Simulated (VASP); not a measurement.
Band structure of SiC (zinc blende). Method: r2SCAN+rVV10, VASP's PBE PAW potentials (set 64) (plane waves; VASP).

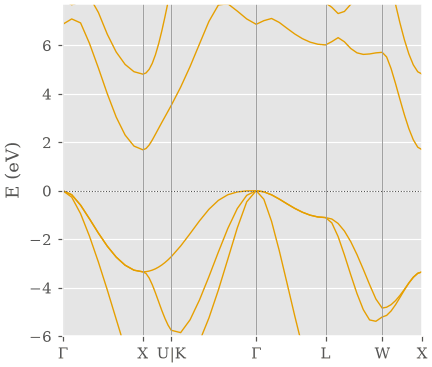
Bands along high-symmetry lines, zero at the valence-band maximum or, without a gap, the Fermi level

Problem. Read the plot: is there a gap, and where are the band edges?

Solution. The gap is indirect, 1.69 eV, from the valence maximum at Γ to the conduction minimum at X.

Measured: gap 2.53 eV (computed value off by -0.84 eV), as given by Wei Chen et al., Physical Review Materials (2018), doi:10.1103/physrevmaterials.2.073803 [zero-point renormalisation of 0.11 eV added back (the table's ZPR column)].

The compound is SiC in the zinc blende structure. It was relaxed first.
